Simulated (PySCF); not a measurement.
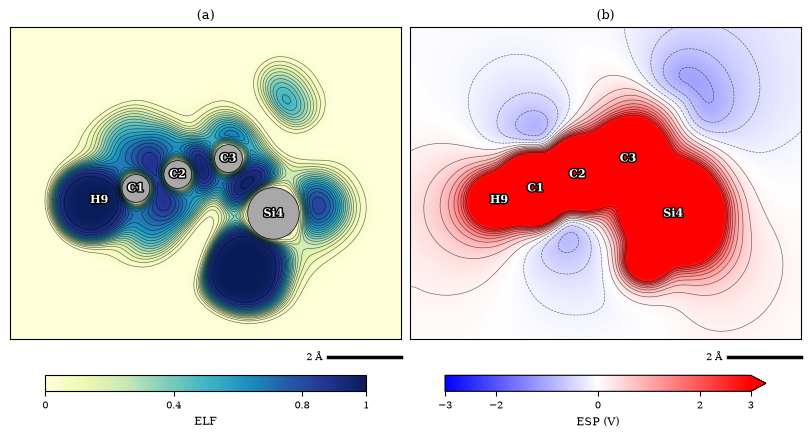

C₆H₉FSi. (a) electron localisation function; (b) molecular electrostatic potential on the plane of atoms C2, C3 and Si4. Grey discs cover the atomic cores in the ELF map.

Geometry: GFN2-xTB.

Level of theory: PBE0/pcSseg-1, SCF density, gas phase, non-relativistic in PySCF 2.14.0.

The calculation's input:

```
{"job": {"kind": "nmr", "xc": "PBE0", "basis": "pcSseg-1"}, "charge": 0, "multiplicity": 1}
C      2.959899    -0.126674    -0.413470
C      1.803262    -0.175361    -0.720100
C      0.401279    -0.224055    -1.050486
Si    -0.489417     1.436502    -0.651146
C     -1.306309     0.750838     0.929089
C     -0.617071    -0.593139     1.185949
C     -0.317698    -1.241716    -0.158810
F     -1.512859    -1.591792    -0.767472
H      3.978692    -0.091351    -0.167233
H      0.298487    -0.531650    -2.093822
H     -1.448789     1.792043    -1.696112
H      0.485928     2.498561    -0.405435
H     -1.218763     1.399412     1.798069
H     -2.370471     0.583136     0.762875
H      0.335923    -0.441819     1.695644
H     -1.236375    -1.253940     1.795315
H      0.247285    -2.176966    -0.052765
```

Launched as:

```sh
OMP_NUM_THREADS=1 python probes_run.py task.json out
```

> What do the fields say about this system?

The section cuts through C, Si and H sites.
C–C (1.20 Å): the ELF peaks at about 0.85 between the atoms: a short, multiple covalent bond.
C–Si (1.93 Å): the ELF peaks at about 0.95 between the atoms (a covalent bond).
C–H (1.05 Å): the ELF climbs to about 1 towards the hydrogen, as it does in any bond to H; a covalent bond by its length.
Outside the dense part of the molecule the potential is most negative (−1.1 V) near F8, which lies off the plane.
